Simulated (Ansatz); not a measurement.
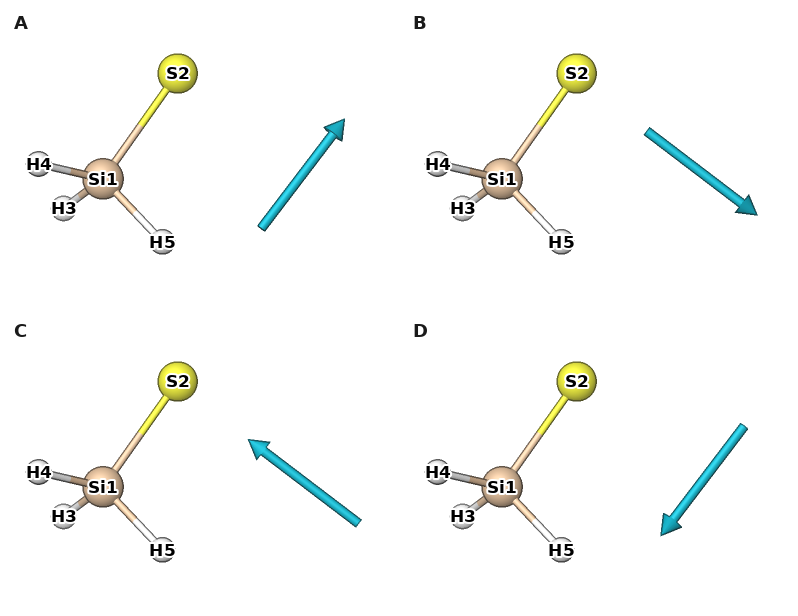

The same molecule four times, each with an arrow. State: neutral, doublet. Computed geometry: PBE0-D4/def2-TZVP optimisation. Level of theory: UKS PBE0-D4/def2-TZVP (Ansatz 0.2.0).

Which arrow points along the dipole moment, from the negative to the positive end?

D. The dipole moment is 1.02 D; it points from the side of S2 to the side of H3, H4 (the outermost atoms at the two ends).
